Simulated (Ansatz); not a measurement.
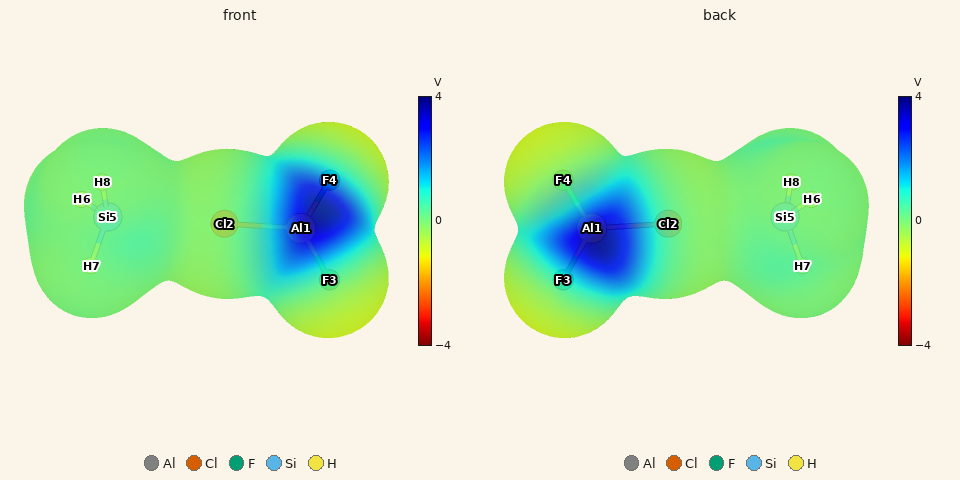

Figure 1: AlClF2···H3Si (doublet). The electrostatic potential painted on the density surface at 0.001 e/bohr³, seen from the front and from behind; the colour scale runs from red (negative) to blue (positive).

Not at a stationary point (largest force 1.7 eV/Å).

All numbers below come from UKS PBE0/def2-SVP (Ansatz).

The calculation's input:

```
crystal:
  periodic: [false, false, false]
  atoms:
    - { symbol: Al, position_ang: [0.0, 0.0, 0.0] }
    - { symbol: Cl, position_ang: [0.0, 0.0, 2.48] }
    - { symbol: F, position_ang: [1.4635, 0.0, -0.845] }
    - { symbol: F, position_ang: [-1.4635, 0.0, -0.845] }
    - { symbol: Si, position_ang: [0.0, 0.0, 4.91] }
    - { symbol: H, position_ang: [-0.7436, -1.1581, 5.3974] }
    - { symbol: H, position_ang: [1.3747, -0.0649, 5.3974] }
    - { symbol: H, position_ang: [-0.6311, 1.223, 5.3974] }
magnetization:
  spin_polarized: true
  initial_magnetization: 1
basis:
  gaussian: { orbitals: def2-SVP }
hamiltonian:
  xc: pbe0
relax:
  f_tol: 0.15
  max_steps: 25
  restrain:
    - { distance: [1, 4], at: 3.33, k: 30.0 }
    - { distance: [0, 1], at: 2.23, k: 30.0 }
output:
  orbitals: {}
```

Run with:

```sh
ansatz run input.yaml --threads 4 --pin off --max-ram 5120MiB --backend cpu --events-out ev --progress --plain --runs-dir out
```

The fields are those of the run's last geometry, not of the input's.

Q: Describe the electrostatic potential map.

A: The most negative region (about −0.9 V) lies over F3 and F4, the most positive (about +3.8 V) over Al1.
